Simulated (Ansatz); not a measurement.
## Electronic structure of CH₆N₂Si···H₂O in real space

Input

```
crystal:
  periodic: [false, false, false]
  atoms:
    - { symbol: H, position_ang: [0.306797, 1.060026, 1.359634] }
    - { symbol: "N", position_ang: [0.061572, 0.083303, 1.173517] }
    - { symbol: C, position_ang: [-0.12798, -0.279081, -0.131335] }
    - { symbol: Si, position_ang: [-0.90236, -1.989015, -0.491266] }
    - { symbol: "N", position_ang: [0.199462, 0.536336, -1.091287] }
    - { symbol: H, position_ang: [0.832052, 2.566286, -0.187952] }
    - { symbol: O, position_ang: [1.167915, 3.016059, 0.615597] }
    - { symbol: H, position_ang: [-0.332687, -0.462782, 1.933357] }
    - { symbol: H, position_ang: [-0.816435, -2.927801, 0.680097] }
    - { symbol: H, position_ang: [-0.171422, -2.566479, -1.665464] }
    - { symbol: H, position_ang: [-2.34691, -1.81179, -0.857111] }
    - { symbol: H, position_ang: [0.048718, 0.109682, -2.013609] }
    - { symbol: H, position_ang: [2.081178, 2.665254, 0.675924] }
magnetization:
  spin_polarized: true
basis:
  gaussian: { orbitals: "6-31G*" }
hamiltonian:
  xc: pbe
  dispersion: d4
relax:
  f_tol: 0.03
  max_steps: 50
output:
  orbitals: {}
```

Launched as:

```sh
ansatz run input.yaml --threads 4 --pin off --max-ram 5120MiB --backend cpu --events-out ev --progress --plain --runs-dir out
```

The fields are those of the run's last geometry, not of the input's.

Theory: UKS PBE-D4/6-31G* in Ansatz.

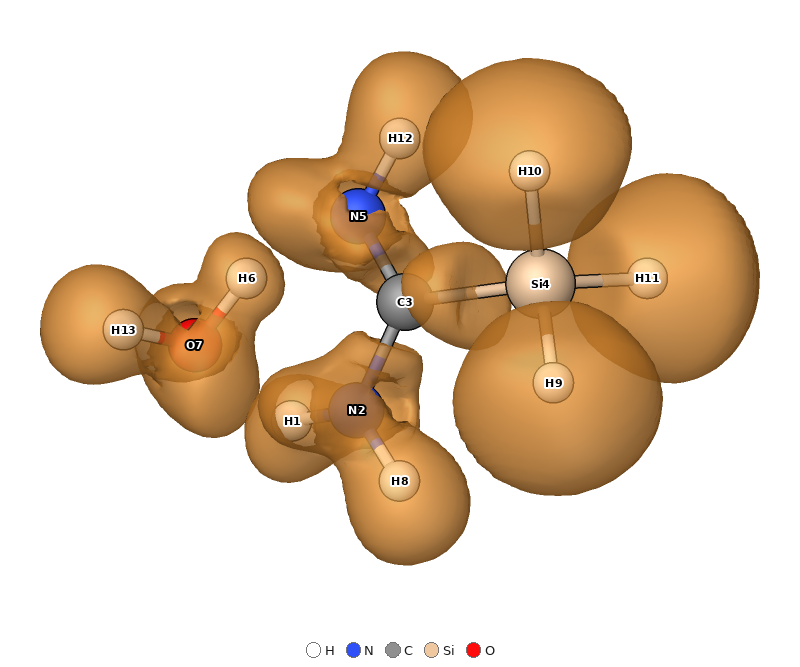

Figure 1. Isosurface of the electron localisation function at 0.75 (orange), seen at an oblique angle. Only the valence region is drawn (cores and ρ < 0.01 e/Å³ removed).

Describe the localisation domains.

The ELF exceeds this value in one region between bonded C–Si atoms (shared pairs), three regions around hydrogen nuclei, two joined regions spread over several atoms (H, N), in which their bonds and any lone pairs are merged and one joined region spread over several atoms (H, O), in which their bonds and any lone pairs are merged. Profiles from the grid: N5···H6 (1.83 Å): the ELF dips to about 0.20 between them (a closed-shell contact with the geometry of a hydrogen bond). C–N (1.31 Å): the ELF peaks at about 0.90 between the atoms: localised, covalent bonding.

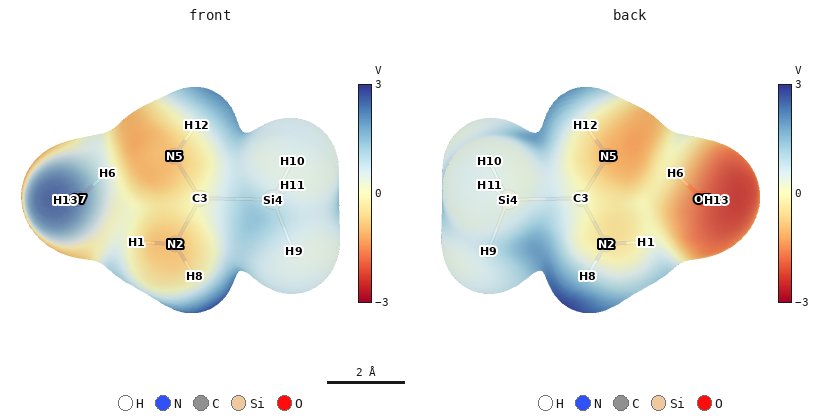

Figure 2. The electrostatic potential painted on the density surface at 0.004 e/bohr³, seen from the front and from behind; the colour scale runs from red (negative) to blue (positive).

Describe the electrostatic potential map.

The most negative region (about −2.3 V) lies over O7, the most positive (about +2.7 V) over H8. O7 is the likeliest acceptor of a hydrogen bond.

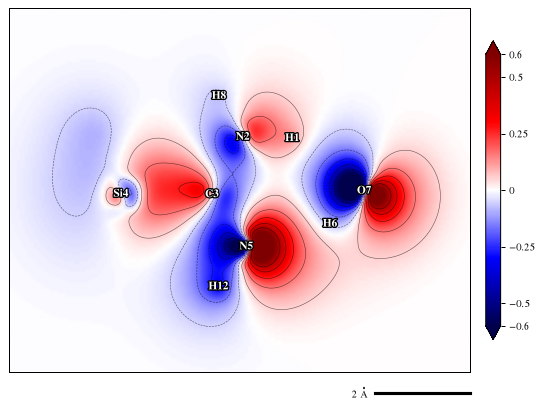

Figure 3. The HOMO−1 on the plane of atoms C3, N5 and H12 (values in Å⁻³ᐟ²; the overall sign is arbitrary).

Describe this orbital and give its energy.

It lies mainly on O7 (about 35 %), N5 (about 35 %), C3 (about 5 %) and Si4 (about 5 %). Its energy is −5.69 eV.
